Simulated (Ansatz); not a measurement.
Reaction (SMILES): [CH3] (CH3) → C atom + 3 H atom
B3LYP-D3(BJ)/def2-TZVP geometries, fixed; electronic energies without zero-point terms.
Largest species:
```
C
H 1 1.0789
H 1 1.0789 2 120.00
H 1 1.0789 2 120.00 3 -180.00
```
Charge 0, spin multiplicity 2.

Basis-set convergence of the atomisation energy at HF with Ansatz (a quantum-chemistry and plane-wave program). Cartesian d functions, on some or all atoms, in 6-31G*, 6-31+G*, 6-31G**; all else is spherical. Open shells are unrestricted. No added dispersion term, no relativity. Functions are those of the species that has most. Reference: the value in aug-pcseg-3, 243.44 kcal/mol, itself unsure by roughly 0.31 kcal/mol (its mean distance from aug-cc-pVQZ, def2-QZVPPD, pcseg-3). Deviations are taken from unrounded values.

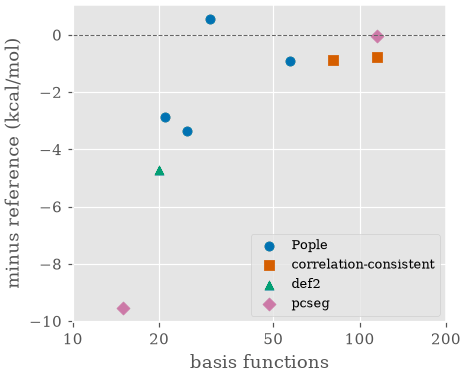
Figure: Deviation from the reference against the number of basis functions, by family of sets.

| basis | functions | atomisation energy (kcal/mol) | minus reference (kcal/mol) |
|---|---|---|---|
| pcseg-0 | 15 | 233.91 | -9.53 |
| def2-SV(P) | 20 | 238.73 | -4.71 |
| 6-31G* | 21 | 240.55 | -2.88 |
| 6-31+G* | 25 | 240.07 | -3.37 |
| 6-31G** | 30 | 243.99 | 0.55 |
| 6-311++G(2d,2p) | 57 | 242.52 | -0.92 |
| jun-cc-pV(T+d)Z | 81 | 242.56 | -0.87 |
| aug-cc-pVTZ | 115 | 242.65 | -0.79 |
| aug-pcseg-2 | 115 | 243.40 | -0.04 |
